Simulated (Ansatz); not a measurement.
# Nudged elastic band, with input and output: GeNH₇ (part 2 of 2)

The same run, continued: GeNH₇; RHF/def2-SVP (Ansatz 0.2.0). The run did not end well. One setting was made poor on purpose. It belongs to a series of runs on one base structure; here: band between the two ends.

Geometry of the input (Å):
```
Ge 0.5288  0.0382  -0.1900
H  0.6840  -0.1454  1.3240
H  1.9144  0.0700  -0.8450
H  -0.2000  1.3565  -0.4735
H  -0.2813  -1.1283  -0.7667
N  -2.9879  -0.0535  1.5082
H  -2.9254  -0.7269  0.7648
H  -2.7935  0.8512  1.1161
H  -2.2597  -0.2618  2.1693
```

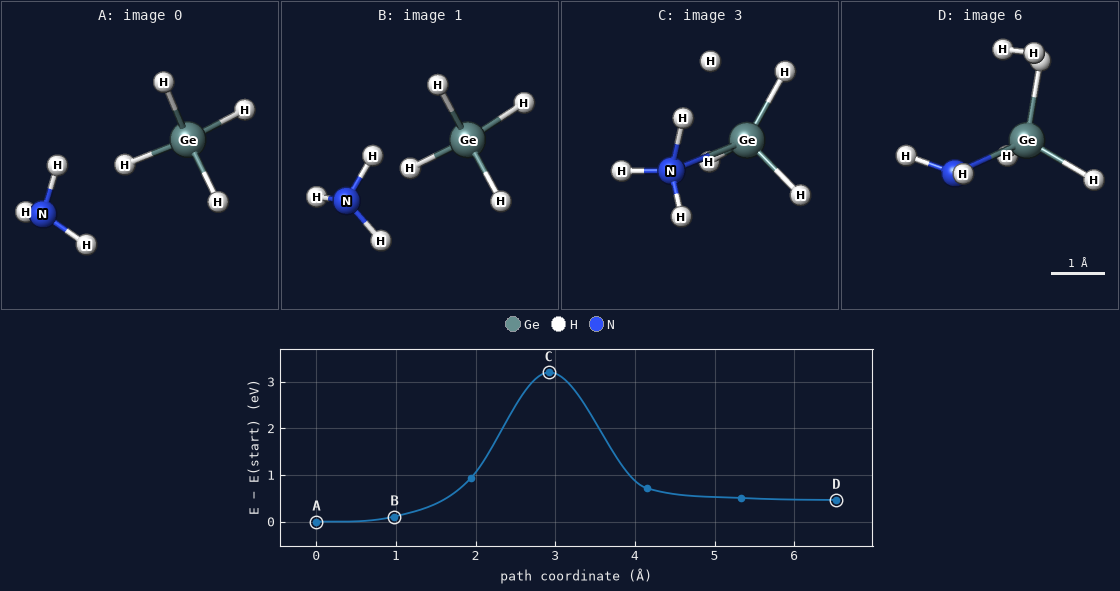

**Figure 1.** Images of the last band (counted from 0; ball-and-stick, seen at a tilt) above the energy along the path; the line is a cubic interpolation that uses the forces. The highest image is number 3, 3.200 eV above the start and 2.734 eV above the end (the climbing image); the end lies 0.466 eV above the start. The path is 6.53 Å long. The band had not converged after 60 iterations.

```
Unfinished report: {"positions_ang":[[-0.2825659807715576,0.08720909425675512,-0.20964661916107022],[0.03642690837094136,-0.2593559500718205,2.059781566271637],[1.217389201039908,0.11488897303163102,0.021278426207211876],[-0.6542747560576146,1.3825038737587731,-0.9369755962409795],[-0.6368515172954039,-1.1551298441605147,-1.0198556855123941],[-1.9060215997749768,-0.02641013756742404,0.9880623537207358],[-2.602473621768475,-0.7026752678425737,0.7010983804459152],[-2.3515699315478065,0.8504400893276906,1.216900477886689],[-1.1406577121950152,-0.29147282073251585,1.7866576963822556]],"unchecked":["starts","cluster_reference","orbital_swaps","neighbouring_geometries","increment"],"mean_field":{"relativity":"none","state":{"energy":{"ev":-58054.03534042869,"hartree":-2133.4464483222746},"converged":true,"gradient_ev":0.00002897368047126777,"stability":{"kind":"minimum","curvature_ev":26.451120108852372},"curvature_floor_ev":0.00030000000000000003,"spin_squared":0.0},"others":[],"fillings":{"estimated":0,"unestimated":0,"tried":0,"untried":0,"excluded_magnetic_sites":0},"n_dropped_functions":0,"n_trapped_functions":0,"passes":{"evaluations":3,"products":23},"factors":{"origin":"Cholesky decomposition","count":892,"bound_ev":0.001228575057966305},"gradient_stop_ev":0.00009,"reference_kind":"stationary","symmetry":{"irreps":["A"],"axes":[[0.9996559901883265,0.016848814027365863,-0.02010021757264364],[-0.016893435900974176,0.999855189604779,-0.002052228995767352],[0.020062729227501668,0.002391084746016097,0.999795863969081]],"occupied":[{"A":23},{"A":23}]},"held":{"pivots":890,"left_out":0,"joined":2},"density_repulsion":{"missed_ev":0.000011871064505505296,"excess_ev":0.0,"most_excess_ev":0.0001242,"are_drawn_again":false,"n_first_factors":892,"energy_change_ev":0.0,"n_dropped_ends":0}},"factors":{"origin":"Cholesky decomposition","count":892,"bound_ev":0.001228575057966305},"n_frozen":0,"n_occupied":[23,23],"n_virtual":[58,58],"reference":{"ev":-58054.03534042869,"hartree":-2133.4464483222746},"total":{"ev":-58054.03534042869,"hartree":-2133.4464483222746},"forces_ev_per_angstrom":[[0.0017014520767698405,-0.012149055482696399,0.2777558526026601],[0.23925907854335474,-0.119938657517802,0.015299062142284508],[0.06582702107101347,0.06682560741642278,-0.023354193354546207],[-0.0762275400956252,0.09163851170643557,-0.08949083064830511],[0.013279530722423008,-0.1342172205847101,-0.1426934359711159],[0.0039016801757545154,0.08121978461421805,-0.1571665266692799],[0.05074982684967355,0.035270148618680545,0.14920533821265508],[-0.002281004503348102,-0.003602105119045405,-0.058747314267817825],[-0.2962100448395401,-0.005047013649615439,0.02919204794922015]],"charge_distribution":{"dipole_moment_e_ang":[-0.7380389346915921,0.1246568548381727,-0.45136729049051777],"mulliken_charges_e":[0.6840943216631992,-0.4792124201712329,-0.06602463454903784,-0.15076418982258533,-0.14614242271096578,-0.3621591597612914,0.1596036693825429,0.15820527965526643,0.2023995563141019],"lowdin_charges_e":[0.29621078597554984,-0.2752693192539466,-0.07025579291211415,-0.0863015993601528,-0.0813044938265104,0.2152264882858681,0.023348876574764144,0.019887389562932012,-0.04154233504638083]},"n_threads":1,"memory_gib":1.7045454550534487,"seconds":{"hamiltonian":0.994164394,"orbitals":0.0,"second_order":0.0,"solver_start":0.0,"cycles":0.0,"cycle":0.0,"perturbative":0.0,"full_ci_increment":0.0,"forces":0.0}}
this run last wrote the band of iteration 60 to [file]
Error: NEB band did not converge after 60 iterations: max|band force component| = 2.39e-1 eV/Å (threshold 5.0e-2); raise `neb.max_iterations` in a new run, which can start from the last band evaluated (`neb.initial_path`, with `crystal.atoms` and `neb.final_atoms` set to its first and last images), add images, or start from endpoints closer to local minima. Where this run's directory can be resumed (`checkpoint.write`), a resume goes on for up to `neb.max_iterations` more; to start a new run from the last band, take its images' positions from the `neb_iteration` event of iteration 60 (`data.images[].positions_ang`), in the event stream of the run that computed that iteration (not this run's, if it was resumed behind it). With `checkpoint.write`, `steps/00-neb/state/checkpoint.json` in the run directory holds the last saved band, under `neb.evaluated.images[].positions_ang` (a band under a hybrid functional on support functions is neither saved nor resumed: `neb.initial_path` says where its path is): check the last entry of `neb.iterations` there, which is earlier than 60 if that iteration was not saved or its write failed. If the band's step has no `state` directory and holds `state.next`, a write was cut short, and the file is under `state.next` instead (behind a loss of power it can be under `state.prev`)
this run wrote the band of iteration 60 to [file] as well, whether or not its events were kept: a new run's `neb.initial_path` can list its `images[].positions_ang`
a run's events are kept only if it was started with --events-out <file>, and are in that file
```

### The last band as extended XYZ (Å, eV, eV/Å)
```
9
Properties=species:S:1:pos:R:3:forces:R:3 image=0 energy=-58057.23513
Ge    0.5288    0.0382   -0.1900    0.0109   0.0003  -0.0031
H     0.6840   -0.1454    1.3240   -0.0002   0.0001  -0.0035
H     1.9144    0.0700   -0.8450   -0.0067   0.0000   0.0035
H    -0.2000    1.3565   -0.4735   -0.0011  -0.0009   0.0016
H    -0.2813   -1.1283   -0.7667   -0.0011   0.0002   0.0016
N    -2.9879   -0.0535    1.5082    0.0246  -0.0078   0.0057
H    -2.9254   -0.7269    0.7648   -0.0054  -0.0009   0.0019
H    -2.7935    0.8512    1.1161   -0.0034   0.0033   0.0025
H    -2.2597   -0.2618    2.1693   -0.0177   0.0057  -0.0103
9
Properties=species:S:1:pos:R:3:forces:R:3 image=1 energy=-58057.12599
Ge    0.2868    0.0387   -0.0879    0.1584  -0.0057  -0.0639
H     0.3626   -0.0624    1.4422   -0.0096   0.0358  -0.0978
H     1.7224    0.0325   -0.6048    0.1514   0.0082  -0.1424
H    -0.4054    1.3332   -0.5334    0.0302  -0.0224   0.0877
H    -0.4670   -1.1615   -0.6745    0.0449   0.0082   0.0539
N    -2.6434   -0.0934    1.4201   -0.3386  -0.0526   0.2430
H    -2.7726   -0.6125    0.5720    0.0374   0.0608  -0.0118
H    -2.6224    0.8894    1.2206    0.0416  -0.0341  -0.0698
H    -1.7817   -0.3639    1.8530   -0.1156   0.0018   0.0011
9
Properties=species:S:1:pos:R:3:forces:R:3 image=2 energy=-58056.30051
Ge    0.0123    0.0630   -0.0375    0.6284  -0.0750   0.4028
H     0.1601   -0.1145    1.5671    0.3255   0.2689  -1.1000
H     1.5201    0.0477   -0.2641    0.6815   0.0288  -0.6521
H    -0.5139    1.3577   -0.7141    0.1907  -0.0988   0.4699
H    -0.5841   -1.1234   -0.8362    0.2414   0.0021   0.3206
N    -2.0964   -0.0188    1.0531   -0.4454  -0.0292   0.1806
H    -2.7640   -0.6791    0.7095   -0.3924  -0.0208   0.1725
H    -2.5088    0.8530    1.3211   -0.3427   0.0257   0.0740
H    -1.5460   -0.3855    1.8083   -0.8870  -0.1017   0.1317
9
Properties=species:S:1:pos:R:3:forces:R:3 image=3 energy=-58054.03534
Ge   -0.2826    0.0872   -0.2096    0.0017  -0.0121   0.2778
H     0.0364   -0.2594    2.0598    0.2393  -0.1199   0.0153
H     1.2174    0.1149    0.0213    0.0658   0.0668  -0.0234
H    -0.6543    1.3825   -0.9370   -0.0762   0.0916  -0.0895
H    -0.6369   -1.1551   -1.0199    0.0133  -0.1342  -0.1427
N    -1.9060   -0.0264    0.9881    0.0039   0.0812  -0.1572
H    -2.6025   -0.7027    0.7011    0.0508   0.0353   0.1492
H    -2.3516    0.8504    1.2169   -0.0023  -0.0036  -0.0587
H    -1.1407   -0.2915    1.7867   -0.2962  -0.0050   0.0292
9
Properties=species:S:1:pos:R:3:forces:R:3 image=4 energy=-58056.51604
Ge   -0.5034    0.1161   -0.3972   -0.1527   0.0142  -0.1313
H     0.1129   -0.3383    2.5586   -0.0250  -0.0898   0.3290
H     0.8510    0.1346    0.3261   -0.1834   0.0237   0.0722
H    -0.5652    1.3890   -1.2488   -0.0066   0.0173  -0.1841
H    -0.5866   -1.1631   -1.2306    0.0270   0.0049  -0.1942
N    -1.9683    0.0147    0.7087    0.0028   0.0306  -0.1129
H    -2.7080   -0.5944    0.4148   -0.0042   0.0243  -0.0397
H    -2.3476    0.8444    1.1249    0.0472   0.0174  -0.0597
H    -0.6053   -0.4030    2.3509    0.2949  -0.0428   0.3207
9
Properties=species:S:1:pos:R:3:forces:R:3 image=5 energy=-58056.72836
Ge   -0.4976    0.2257   -0.5555   -0.0078   0.0028  -0.0229
H    -0.0918   -0.9789    2.9484    0.0144  -0.0132   0.0827
H     0.7794    0.4655    0.2705   -0.0239   0.0061   0.0123
H    -0.5756    1.3168   -1.6317    0.0064   0.0101  -0.0177
H    -0.4240   -1.1641   -1.1977    0.0080  -0.0034  -0.0182
N    -2.0213    0.2488    0.4368   -0.0758   0.0170  -0.0826
H    -2.4645   -0.5949    0.7375    0.0226   0.0033   0.0301
H    -2.3636    1.0571    0.9146    0.0323   0.0074   0.0093
H    -0.6616   -0.5760    2.6845    0.0240  -0.0300   0.0069
9
Properties=species:S:1:pos:R:3:forces:R:3 image=6 energy=-58056.76949
Ge   -0.5227    0.3110   -0.6968   -0.0057   0.0140  -0.0005
H    -0.2324   -1.5179    3.3574   -0.0034   0.0005   0.0025
H     0.6782    0.7256    0.1771    0.0024  -0.0013   0.0005
H    -0.6363    1.2991   -1.8634    0.0013   0.0023  -0.0035
H    -0.2826   -1.1126   -1.2121   -0.0024  -0.0013   0.0006
N    -2.1223    0.3132    0.1912    0.0012  -0.0126   0.0046
H    -2.2558   -0.3882    0.8954   -0.0047  -0.0020   0.0030
H    -2.4674    1.1938    0.5249    0.0098  -0.0002  -0.0052
H    -0.4792   -0.8239    3.2336    0.0015   0.0007  -0.0020
```

### What the run reported

- outcome: not converged
- barrier, forward (band not converged): 3.200 eV
- barrier, backward: 2.734 eV
- wall time: 5.1 min
- peak memory: 0.16 GiB

### Diagnosis

The run did not converge: “NEB band did not converge after 60 iterations: max|band force component| = 2.39e-1 eV/Å (threshold 5.0e-2); raise `neb.max_iterations` in a new run, which can start from the last band evaluated (`neb.initial_path`, with `crystal.atoms` and `neb.final_atoms` set to its first and last images), add images, or start from endpoints closer to local minima …” Its last values are not results. A deliberately poor setting: step length.
